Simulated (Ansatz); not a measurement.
# PBE-QIDH/6-31G(d) (spherical functions) run of BGeNH6 (SMILES B[NH][GeH3])

What is the vertical ionisation energy of BGeNH6 at PBE-QIDH/6-31G* (spherical functions)? 

Program for the calculation: Ansatz 0.2.0.

69 further runs of the same task are left out: 69 set aside as unsound or not needed.

### 1 Starting point

BGeNH6 has 9 atoms, charge 0, and is taken as a singlet. As SMILES, `B[NH][GeH3]`. The shape is that of a PBE0-D4/def2-TZVP optimisation.

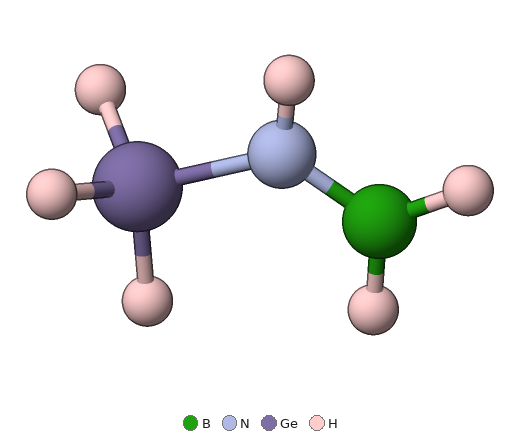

The structure, seen from a chosen angle (boron green, nitrogen light blue, germanium purple, hydrogen pink).

### 2 The energy at PBE-QIDH/6-31G(d) (spherical functions)

Contents of input.yaml:

```yaml
crystal:
  periodic: [false, false, false]
  atoms:
    - {symbol: B, position_ang: [-0.874000, 0.629500, -1.162900]}
    - {symbol: "N", position_ang: [-0.023300, 0.687100, -0.062700]}
    - {symbol: Ge, position_ang: [0.665200, -0.761400, 0.866600]}
    - {symbol: H, position_ang: [-1.217900, -0.440700, -1.581000]}
    - {symbol: H, position_ang: [-1.249100, 1.647000, -1.674800]}
    - {symbol: H, position_ang: [0.253900, 1.598400, 0.272500]}
    - {symbol: H, position_ang: [2.201600, -0.714800, 0.804900]}
    - {symbol: H, position_ang: [0.114900, -2.015200, 0.184600]}
    - {symbol: H, position_ang: [0.217300, -0.676000, 2.335700]}
basis:
  gaussian:
    orbitals: 6-31G_st_-spherical.json
correlation:
  frozen_orbitals: {B: 1, Ge: 9, H: 0, "N": 1}
accuracy: high
hamiltonian:
  xc: {name: PBE-QIDH}
output: {orbitals: {seedname: orbitals}}
```

The basis set 6-31G* is read from a file made from the Basis Set Exchange's data (not shown).

Run with:

```sh
$ ansatz run input.yaml --threads 1 --pin off --max-ram 3480MiB --events-out events.jsonl --progress --plain --runs-dir runs
```

The program printed:

```text
Warning: RAYON_NUM_THREADS=1 ignored (pool sized by the plan → 1); use --threads N
Functional definition: PBE-QIDH
  name "PBE-QIDH"
  parameter a = 3^(-1/3)
  parameter c = 1/3
  exchange = (1 - a)*pbe_x + a*exact_x
  correlation = (1 - c)*pbe_c + c*(mp2_os + mp2_ss)
1655 factors; integrals over basis functions are off by at most 4.5e-9 eV
mean field evaluation 1: about -58747.4595 eV, gradient 3.3e1 eV
mean field evaluation 2: about -58747.5096 eV, gradient 3.3e1 eV
mean field evaluation 4: about -58749.8081 eV, gradient 2.5e0 eV
mean field evaluation 8: about -58749.8270 eV, gradient 3.9e-2 eV
mean field evaluation 16: about -58749.8270 eV, gradient 2.6e-6 eV
mean field -58749.82704092 eV, -2159.0163216907 hartree, gradient 2.1e-8 eV, S^2 0.000000; 0 other end points of the search recorded, 0 dependent functions left out
11 core orbitals not correlated: weight in the atoms' cores, before any rotation towards them, 1.000 or more for the frozen orbitals, at most 0.000 for the correlated occupied ones
reference -58749.82704210 eV, -2159.0163217341 hartree; 14, 14 occupied and 47, 47 virtual orbitals, 1655 factors
second order -14.94563854 eV of doubles, -0.00000000 eV of singles
Total energy: -58754.80892161 eV, -2159.1994024294 hartree
```

Wall time 7.5 s (1 thread of Arm Neoverse V2, shared host); peak memory 0.23 GiB.

### 3 The doublet cation at the same level

Contents of input.yaml:

```yaml
crystal:
  periodic: [false, false, false]
  atoms:
    - symbol: B
      position_ang: [-0.874000, 0.629500, -1.162900]
    - symbol: N
      position_ang: [-0.023300, 0.687100, -0.062700]
    - symbol: Ge
      position_ang: [0.665200, -0.761400, 0.866600]
    - symbol: H
      position_ang: [-1.217900, -0.440700, -1.581000]
    - symbol: H
      position_ang: [-1.249100, 1.647000, -1.674800]
    - symbol: H
      position_ang: [0.253900, 1.598400, 0.272500]
    - symbol: H
      position_ang: [2.201600, -0.714800, 0.804900]
    - symbol: H
      position_ang: [0.114900, -2.015200, 0.184600]
    - symbol: H
      position_ang: [0.217300, -0.676000, 2.335700]
basis:
  gaussian:
    orbitals: 6-31G_st_-spherical.json
total_charge: 1
magnetization:
  spin_polarized: true
  initial_magnetization: 1
hamiltonian:
  xc: {name: PBE-QIDH}
correlation:
  frozen_orbitals: {B: 1, Ge: 9, H: 0, "N": 1}
accuracy: high
output:
  orbitals: {seedname: orbitals}
```

The basis set 6-31G* is read from a file made from the Basis Set Exchange's data (not shown).

Run with:

```sh
$ ansatz run input.yaml --threads 1 --pin off --max-ram 3480MiB --events-out events.jsonl --progress --plain --runs-dir runs
```

The program printed:

```text
Warning: RAYON_NUM_THREADS=1 ignored (pool sized by the plan → 1); use --threads N
Functional definition: PBE-QIDH
  name "PBE-QIDH"
  parameter a = 3^(-1/3)
  parameter c = 1/3
  exchange = (1 - a)*pbe_x + a*exact_x
  correlation = (1 - c)*pbe_c + c*(mp2_os + mp2_ss)
1655 factors; integrals over basis functions are off by at most 4.4e-9 eV
mean field evaluation 1: about -58730.6228 eV, gradient 4.0e1 eV
mean field evaluation 2: about -58730.6805 eV, gradient 4.0e1 eV
mean field evaluation 4: about -58739.2597 eV, gradient 4.0e0 eV
mean field evaluation 8: about -58739.8627 eV, gradient 4.1e-1 eV
mean field evaluation 16: about -58739.8730 eV, gradient 9.5e-4 eV
mean field evaluation 32: about -58739.8730 eV, gradient 5.5e-8 eV
mean field -58739.87298715 eV, -2158.6505169618 hartree, gradient 5.5e-8 eV, S^2 0.759108; 4 other end points of the search recorded, 0 dependent functions left out
11 core orbitals not correlated: weight in the atoms' cores, before any rotation towards them, 1.000 or more for the frozen orbitals, at most 0.000 for the correlated occupied ones
reference -58739.87298829 eV, -2158.6505170038 hartree; 14, 13 occupied and 47, 48 virtual orbitals, 1655 factors
second order -13.54941267 eV of doubles, -0.00000000 eV of singles
Total energy: -58744.38945918 eV, -2158.8164942476 hartree
```

It took 14 s on 1 thread of Arm Neoverse V2, shared host; peak memory 0.36 GiB.

### 4 What came out

Level: PBE-QIDH/6-31G* (spherical functions), 11 core orbitals frozen.

| quantity | value |
| --- | --- |
| singlet BGeNH6: total energy | -2159.19940 Eh |
| singlet BGeNH6: HOMO energy (SCF part's orbitals) | -10.20 eV |
| singlet BGeNH6: LUMO energy (SCF part's orbitals) | 2.20 eV |
| singlet BGeNH6: HOMO–LUMO gap (SCF part's orbitals) | 12.40 eV |
| doublet cation: total energy | -2158.81649 Eh |
| doublet cation: HOMO energy (SCF part's orbitals) (highest over α and β) | -17.05 eV |
| doublet cation: LUMO energy (SCF part's orbitals) (lowest over α and β) | -9.77 eV |
| doublet cation: ⟨S²⟩ | 0.759 |
| vertical ionisation energy (to the doublet cation) | 10.419 eV |

The vertical ionisation energy comes to 10.42 eV (1005 kJ/mol). The negative HOMO energy of the first species, 10.20 eV, lies 0.22 eV below that difference.
